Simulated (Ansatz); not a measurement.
CdSe (wurtzite)

```xyz
4
Lattice="4.3397 0.0000 0.0000 -2.1698 3.7583 0.0000 0.0000 0.0000 7.0783" Properties=species:S:1:pos:R:3 pbc="T T T"
Cd     2.1698     1.2528     0.0038
Cd     0.0000     2.5055     3.5430
Se     2.1698     1.2528     4.4215
Se     0.0000     2.5055     0.8824
```

The volume is varied about the relaxed value V₀ at fixed cell shape. The atoms relax within the cell's symmetry.

The numbers are results of r2SCAN (plane waves to 500 eV, PAW, scalar-relativistic; Ansatz, a quantum-chemistry and plane-wave program), not measurements. k mesh 9×9×5 (Γ-centred), Fermi-Dirac smearing 0.05 eV. Energies are smeared free energies. Stress and pressure are positive under compression. With the shape held, the modulus is that of even scaling; a crystal free to change shape is softer. CdSe was relaxed with its symmetry unable to fall. The PAW data are Ansatz's earlier set. ΔE is measured from the relaxed starting cell.

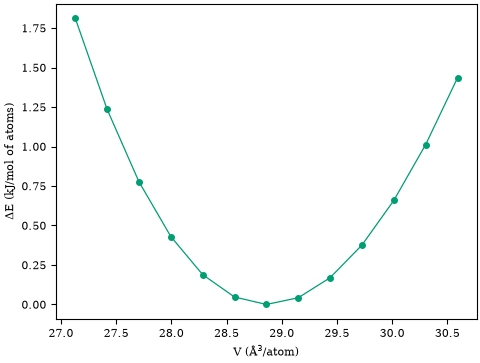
*ΔE (kJ/mol of atoms) against V (Å³/atom); computed points joined by lines.*

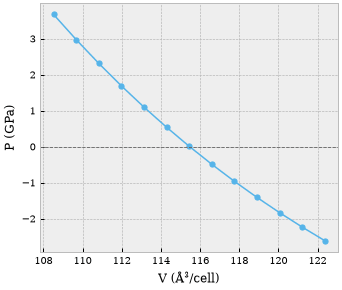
P (GPa) against V (Å³/cell); markers are the computed points, lines only join them.

The pressure derivative B₀′ (fit) is 4.5, the pressure at the smallest volume comes out as 3.67 GPa and the pressure for 5 % compression (fit) is 3.0 GPa. The energy cost of the largest expansion is 14.9 meV/atom. The bulk modulus at fixed cell shape B₀ (third-order Birch-Murnaghan fit) is 51.4 GPa.

P = (3B₀/2)(x⁷ − x⁵)[1 + ¾(B₀′ − 4)(x² − 1)] with x = (1/0.95)^(1/3), B₀ = 51.4 GPa and B₀′ = 4.54.

(A scan under strain: stresses follow from slopes of the energy per volume, elastic moduli from its curvatures.)
